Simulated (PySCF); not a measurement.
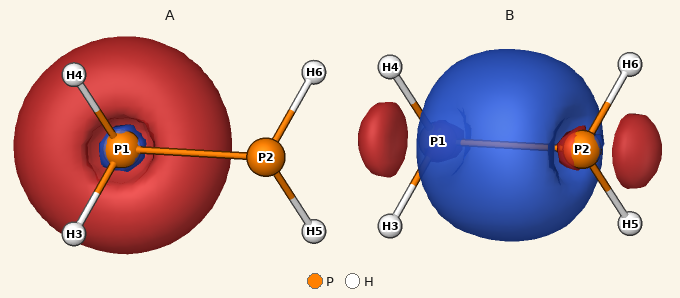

Figure 1: H₄P₂, SMILES `PP`. Intrinsic bond orbitals (IBO), occupied; each surface holds about 80 % of the orbital's density. Energies are diagonal elements of the Fock matrix.

Level of theory: PBE0/def2-SVP (PySCF), at a geometry from GFN2-xTB. No frequency check shows the geometry to be a minimum. GFN2-xTB bond lengths at metals and heavier atoms can be off by up to 0.1 Å and shapes distorted, which carries into these values.

**What does each orbital represent in a Lewis picture?**

By panel:
- A: lone pair on P1 (sp0.9-type) (P1 100 %; −9.9 eV)
- B: σ bond P2–P1 (P2 50 %, P1 50 %; −12.6 eV)

**How do all the valence pairs divide up?**

7 pairs: 5 σ bonds and 2 lone pairs.
